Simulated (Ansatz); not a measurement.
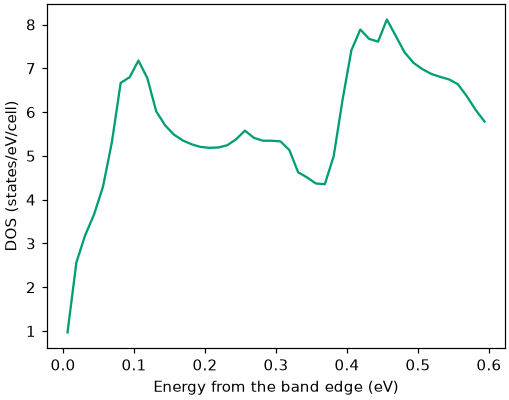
*Density of states of LiNbO3 (R3c) above the conduction band minimum, PBEsol, rigid bands (Ansatz, a quantum-chemistry and plane-wave program); cell volume 105.2 Å³.*

### Question
What effective density of states at 300 K does this give (∫ g(E) exp(−E/k_BT) dE, both spins, divided by the cell's size)?

### Answer
6.2e20 cm⁻³, a density-of-states mass of 8.5 mₑ, valleys and band degeneracy included.

Spin-orbit coupling is left out. Geometry: cell and atoms relaxed with PBEsol.
